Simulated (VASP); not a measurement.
Shape and ions are relaxed at each volume.

Energy against volume of AlN (wurtzite). Calculation: revTPSS meta-GGA, VASP's PBE PAW potentials (set 64) (plane waves; VASP).

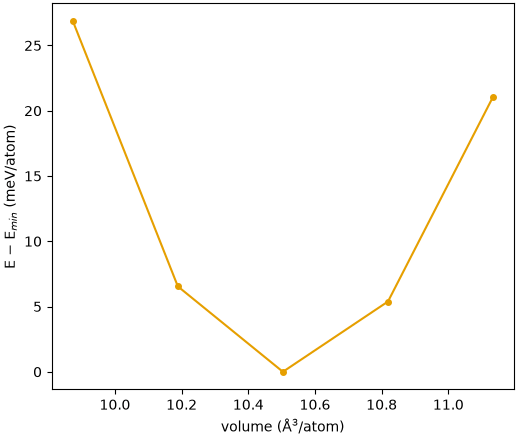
Figure: Energy against volume

Problem. Estimate the equilibrium volume and the bulk modulus.

Solution. The minimum lies near 10.5 Å³/atom, and the curvature gives B0 of about 200 GPa.

Measured: bulk modulus 208 GPa (computed value off by -3.4 %), as given by J. Phys. Chem. B 108, 11506, doi 10.1021/jp048396e, abstract (bulk AlN value quoted). The calculation is for a static lattice, while the measured bulk modulus holds thermal and zero-point effects, which are part of the difference.

The compound is AlN in the wurtzite structure. It was relaxed first.
